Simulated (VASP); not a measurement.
Given:

```
ZrB2
1.0
    1.58503    -2.74535     0.00000
    1.58503     2.74535     0.00000
    0.00000     0.00000     3.55259
Zr B
1 2
Cartesian
  0.00000   0.00000   0.00000
  1.58503   0.91512   1.77629
  1.58503  -0.91512   1.77629
```

These are PW91 GGA, VASP's PBE PAW potentials (set 64) (plane waves; VASP) values and carry that method's errors. Settings: 520 eV cut-off, 12×12×10 Γ-centred mesh, tetrahedra with Blöchl corrections, potentials Zr_sv B.

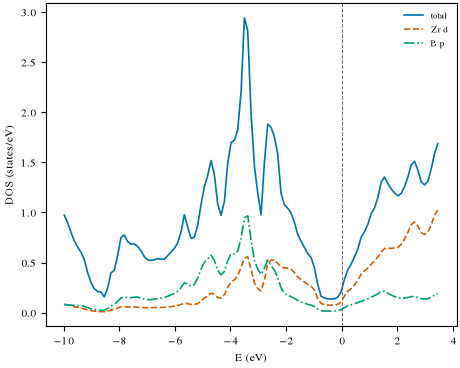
Fig. 1. Total and projected density of states, zero at the Fermi level

Within 2 eV below the Fermi level the largest weight inside VASP's projection spheres is Zr d, then B p.

It has no gap at this level: it comes out as a metal or semimetal.

The compound is ZrB2 in the AlB2 type structure. It was relaxed first.
